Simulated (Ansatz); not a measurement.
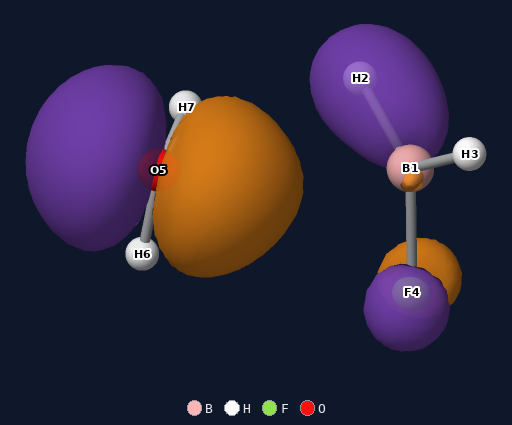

The picture shows: BFH2···H2O. One frontier orbital at ±0.15 Å⁻³ᐟ² (orange and purple are the two phases), seen across its widest extent.

Not at a stationary point (largest force 0.8 eV/Å).

Computed with RKS PBE-D4/cc-pVDZ in Ansatz 0.2.0.

Input file:

```
crystal:
  periodic: [false, false, false]
  atoms:
    - { symbol: B, position_ang: [0.0, 0.0, 0.0] }
    - { symbol: H, position_ang: [0.0, 0.0, 1.54] }
    - { symbol: H, position_ang: [1.0305, 0.0, -0.595] }
    - { symbol: F, position_ang: [-1.1431, 0.0, -0.66] }
    - { symbol: O, position_ang: [0.0715, -1.6212, 0.5392] }
    - { symbol: H, position_ang: [-0.475, -2.2058, -0.077] }
    - { symbol: H, position_ang: [0.0379, -0.8605, 1.537] }
basis:
  gaussian: { orbitals: cc-pVDZ }
hamiltonian:
  xc: pbe
  dispersion: d4
relax:
  f_tol: 0.15
  max_steps: 25
  restrain:
    - { distance: [0, 4], at: 2.61, k: 30.0 }
    - { distance: [6, 1], at: 1.86, k: 30.0 }
    - { distance: [0, 1], at: 1.19, k: 30.0 }
    - { distance: [6, 4], at: 1.01, k: 30.0 }
output:
  orbitals: {}
```

Command:

```sh
ansatz run input.yaml --threads 1 --pin off --max-ram 2048MiB --backend cpu --events-out ev --progress --plain --runs-dir out
```

The fields are those of the run's last geometry, not of the input's.

**Which orbital is it: HOMO or LUMO?**

The HOMO, at −7.25 eV. By Hirshfeld shares it lies mainly on O5 (about 70 %) and B1 (about 5 %); largely a lone pair of O5.
